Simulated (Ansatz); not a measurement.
# AlFH2O: the cost of one run

Program: Ansatz 0.2.0. Level of theory: UKS PBE/def2-SVP. These are calculated values, not measurements.

### 1 The structure to begin with

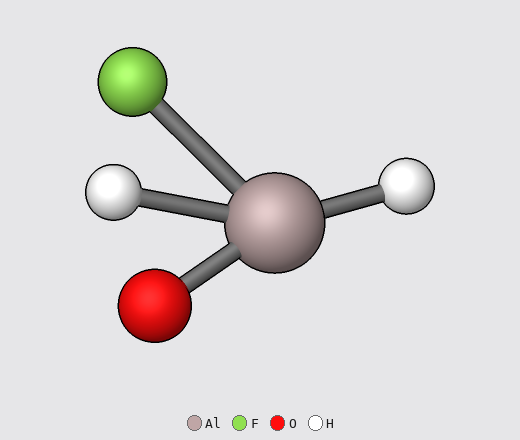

Start, viewed from a chosen angle; aluminium light grey, fluorine green, oxygen red, hydrogen white.

Structure file:

```xyz
5

Al   -0.3846    0.1466   -0.5374
F     0.4792    0.3942    1.3724
O     0.5324   -1.1749   -0.4428
H     0.7128   -0.5532    0.6574
H    -1.3399    1.1873   -1.0496
```

### 2 Run 1

150 steps of 0.5 fs at constant energy, with velocities drawn for 1000 K.

Contents of input.yaml:

```yaml
crystal:
  periodic: [false, false, false]
  atoms:
    - { symbol: Al, position_ang: [-0.3846, 0.1466, -0.5374] }
    - { symbol: F, position_ang: [0.4792, 0.3942, 1.3724] }
    - { symbol: O, position_ang: [0.5324, -1.1749, -0.4428] }
    - { symbol: H, position_ang: [0.7128, -0.5532, 0.6574] }
    - { symbol: H, position_ang: [-1.3399, 1.1873, -1.0496] }
magnetization:
  spin_polarized: true
basis:
  gaussian: { orbitals: def2-SVP }
hamiltonian:
  xc: pbe
md:
  timestep: 0.5
  n_steps: 150
  ensemble: nve
  temperature: 1000.0
  initial_velocities: maxwell_boltzmann
  seed: 195593
```

Launch:

```bash
> ansatz run input.yaml --threads 1 --pin off --max-ram 2048MiB --backend cpu --events-out ev --progress --plain --runs-dir out
```

Q: Estimate wall time and peak memory on 1 thread of Arm Neoverse V2, shared host.

About 3.7 min, with a peak of 0.11 GiB.
